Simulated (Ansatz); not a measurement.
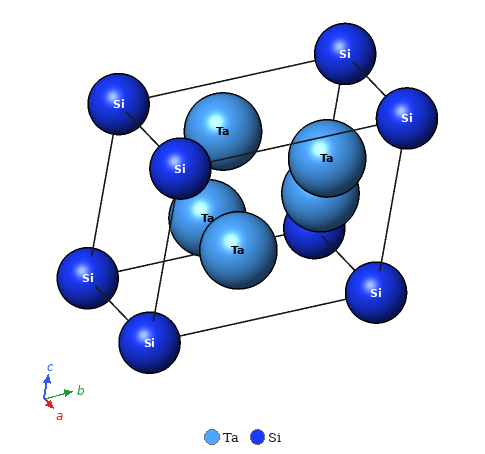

Spheres-only drawing of the structure, looking slightly off an axis. The wireframe shows the simulation cell.

The input:
```yaml
crystal:
  lattice:
    - [0.0, 3.8218624797, 3.8218624797]
    - [3.8218624797, 0.0, 3.8218624797]
    - [3.8218624797, 3.8218624797, 0.0]
  atoms:
    - { symbol: Ta, position: [0.75, 0.75, 0.75] }
    - { symbol: Ta, position: [0.3754471414, 0.3754471414, 0.8736585759] }
    - { symbol: Ta, position: [0.3754471414, 0.8736585759, 0.3754471414] }
    - { symbol: Ta, position: [0.8736585759, 0.3754471414, 0.3754471414] }
    - { symbol: Ta, position: [0.3754471414, 0.3754471414, 0.3754471414] }
    - { symbol: Si, position: [0.0, 0.0, 0.0] }
basis:
  ecutwfc: 420
kpoints:
  mp_grid: { grid: [8, 8, 8] }
  band_path:
    path:
      - [[0.0, 0.0, 0.0], [-0.5, -0.5, 0.0], [-0.375, -0.375, 0.25]]
      - [[-0.375, 0.0, 0.375], [0.0, 0.0, 0.0], [0.0, 0.0, 0.5], [-0.5, -0.25, 0.25], [-0.5, -0.5, 0.0]]
    npoints: 14
hamiltonian:
  xc: pbe
scf:
  occupations: { method: gaussian, width: 0.1 }
  n_extra_bands: 15
output:
  forces: true
  stress: true
  eigenvalues: true
  populations: true
  dos: { projected: true, de: 0.02, nscf_kmesh: { grid: [10, 10, 10] } }
  bader: true
  write_density: true
  write_potential: true
  elf: true
  volumetric_format: npy
```
Run as:
```sh
ansatz run input.yaml --threads 1 --pin off --max-ram 2560MiB --backend cpu --events-out ev --progress --plain --runs-dir out
```

Calculation details: DFT PBE, scalar-relativistic, plane waves, PAW (Ansatz 0.2.0); a basis cut at 420 eV, the zone sampled with 8×8×8 points, Gaussian smearing of 0.1 eV, no spin polarisation.

List the Bader charges.

Ta 0.00 to +0.47 e; Si -0.48 e.

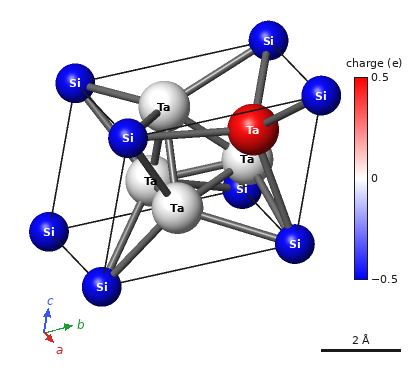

The atoms coloured by those charges.

The structure was taken from a structure type filled with these elements by a generator (whether the compound takes this form wasn't checked). Earlier steps of the study, as a rule a relaxation of our own, may have changed the cell and positions, so they can lie some per cent off the listed ones. It was run through Ansatz as a DFT input.
